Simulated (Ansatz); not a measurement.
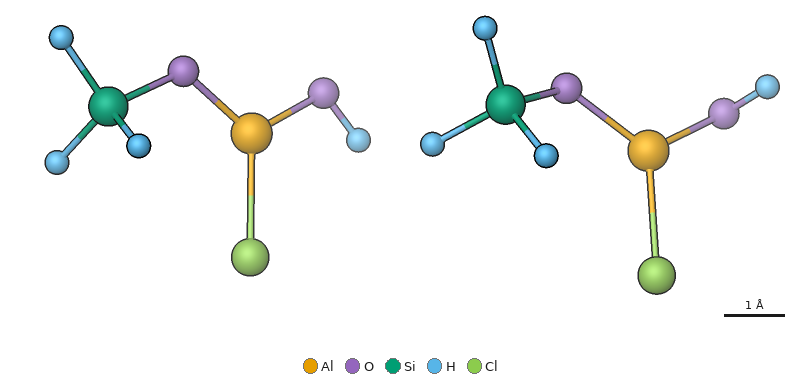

Two geometries of AlSiH4O2Cl, drawn at one scale. One is the start of a relaxation, the other its converged end. A ball-and-stick model, seen at a tilt.

Theory: Ansatz, RKS r2SCAN/STO-3G. Settings: no spin polarisation; force threshold 0.02 eV/Å; at most 40 steps.

Which of the two is the end point?

The left one is the relaxed one. The run prepares the start of a later molecular dynamics calculation, from a guessed geometry. Over 12 geometry steps the energy falls by 20.1 kcal/mol. The largest force component goes from 3.2 to 0.016 eV/Å. An H atom moves most after the best rigid fit: 1.05 Å. By element the largest moves are H 1.05 Å, O 0.54 Å, Cl 0.40 Å, Al 0.35 Å, Si 0.07 Å. Some distances before and after: Al–Cl 2.230 → 2.095 Å, Al–O 1.780 → 1.672 Å, Al–O 1.780 → 1.693 Å, O–Si 1.680 → 1.698 Å. Bond angles that change, for instance: Al–O–H 109.5° → 105.3°, Al–O–Si 125.0° → 120.9°, O–Si–H 109.5° → 106.6°. Groups turn about Al–O by about 90°, O–Si by about 35°.

Limits of the set-up: STO-3G is a minimal basis, so the numbers are rough.
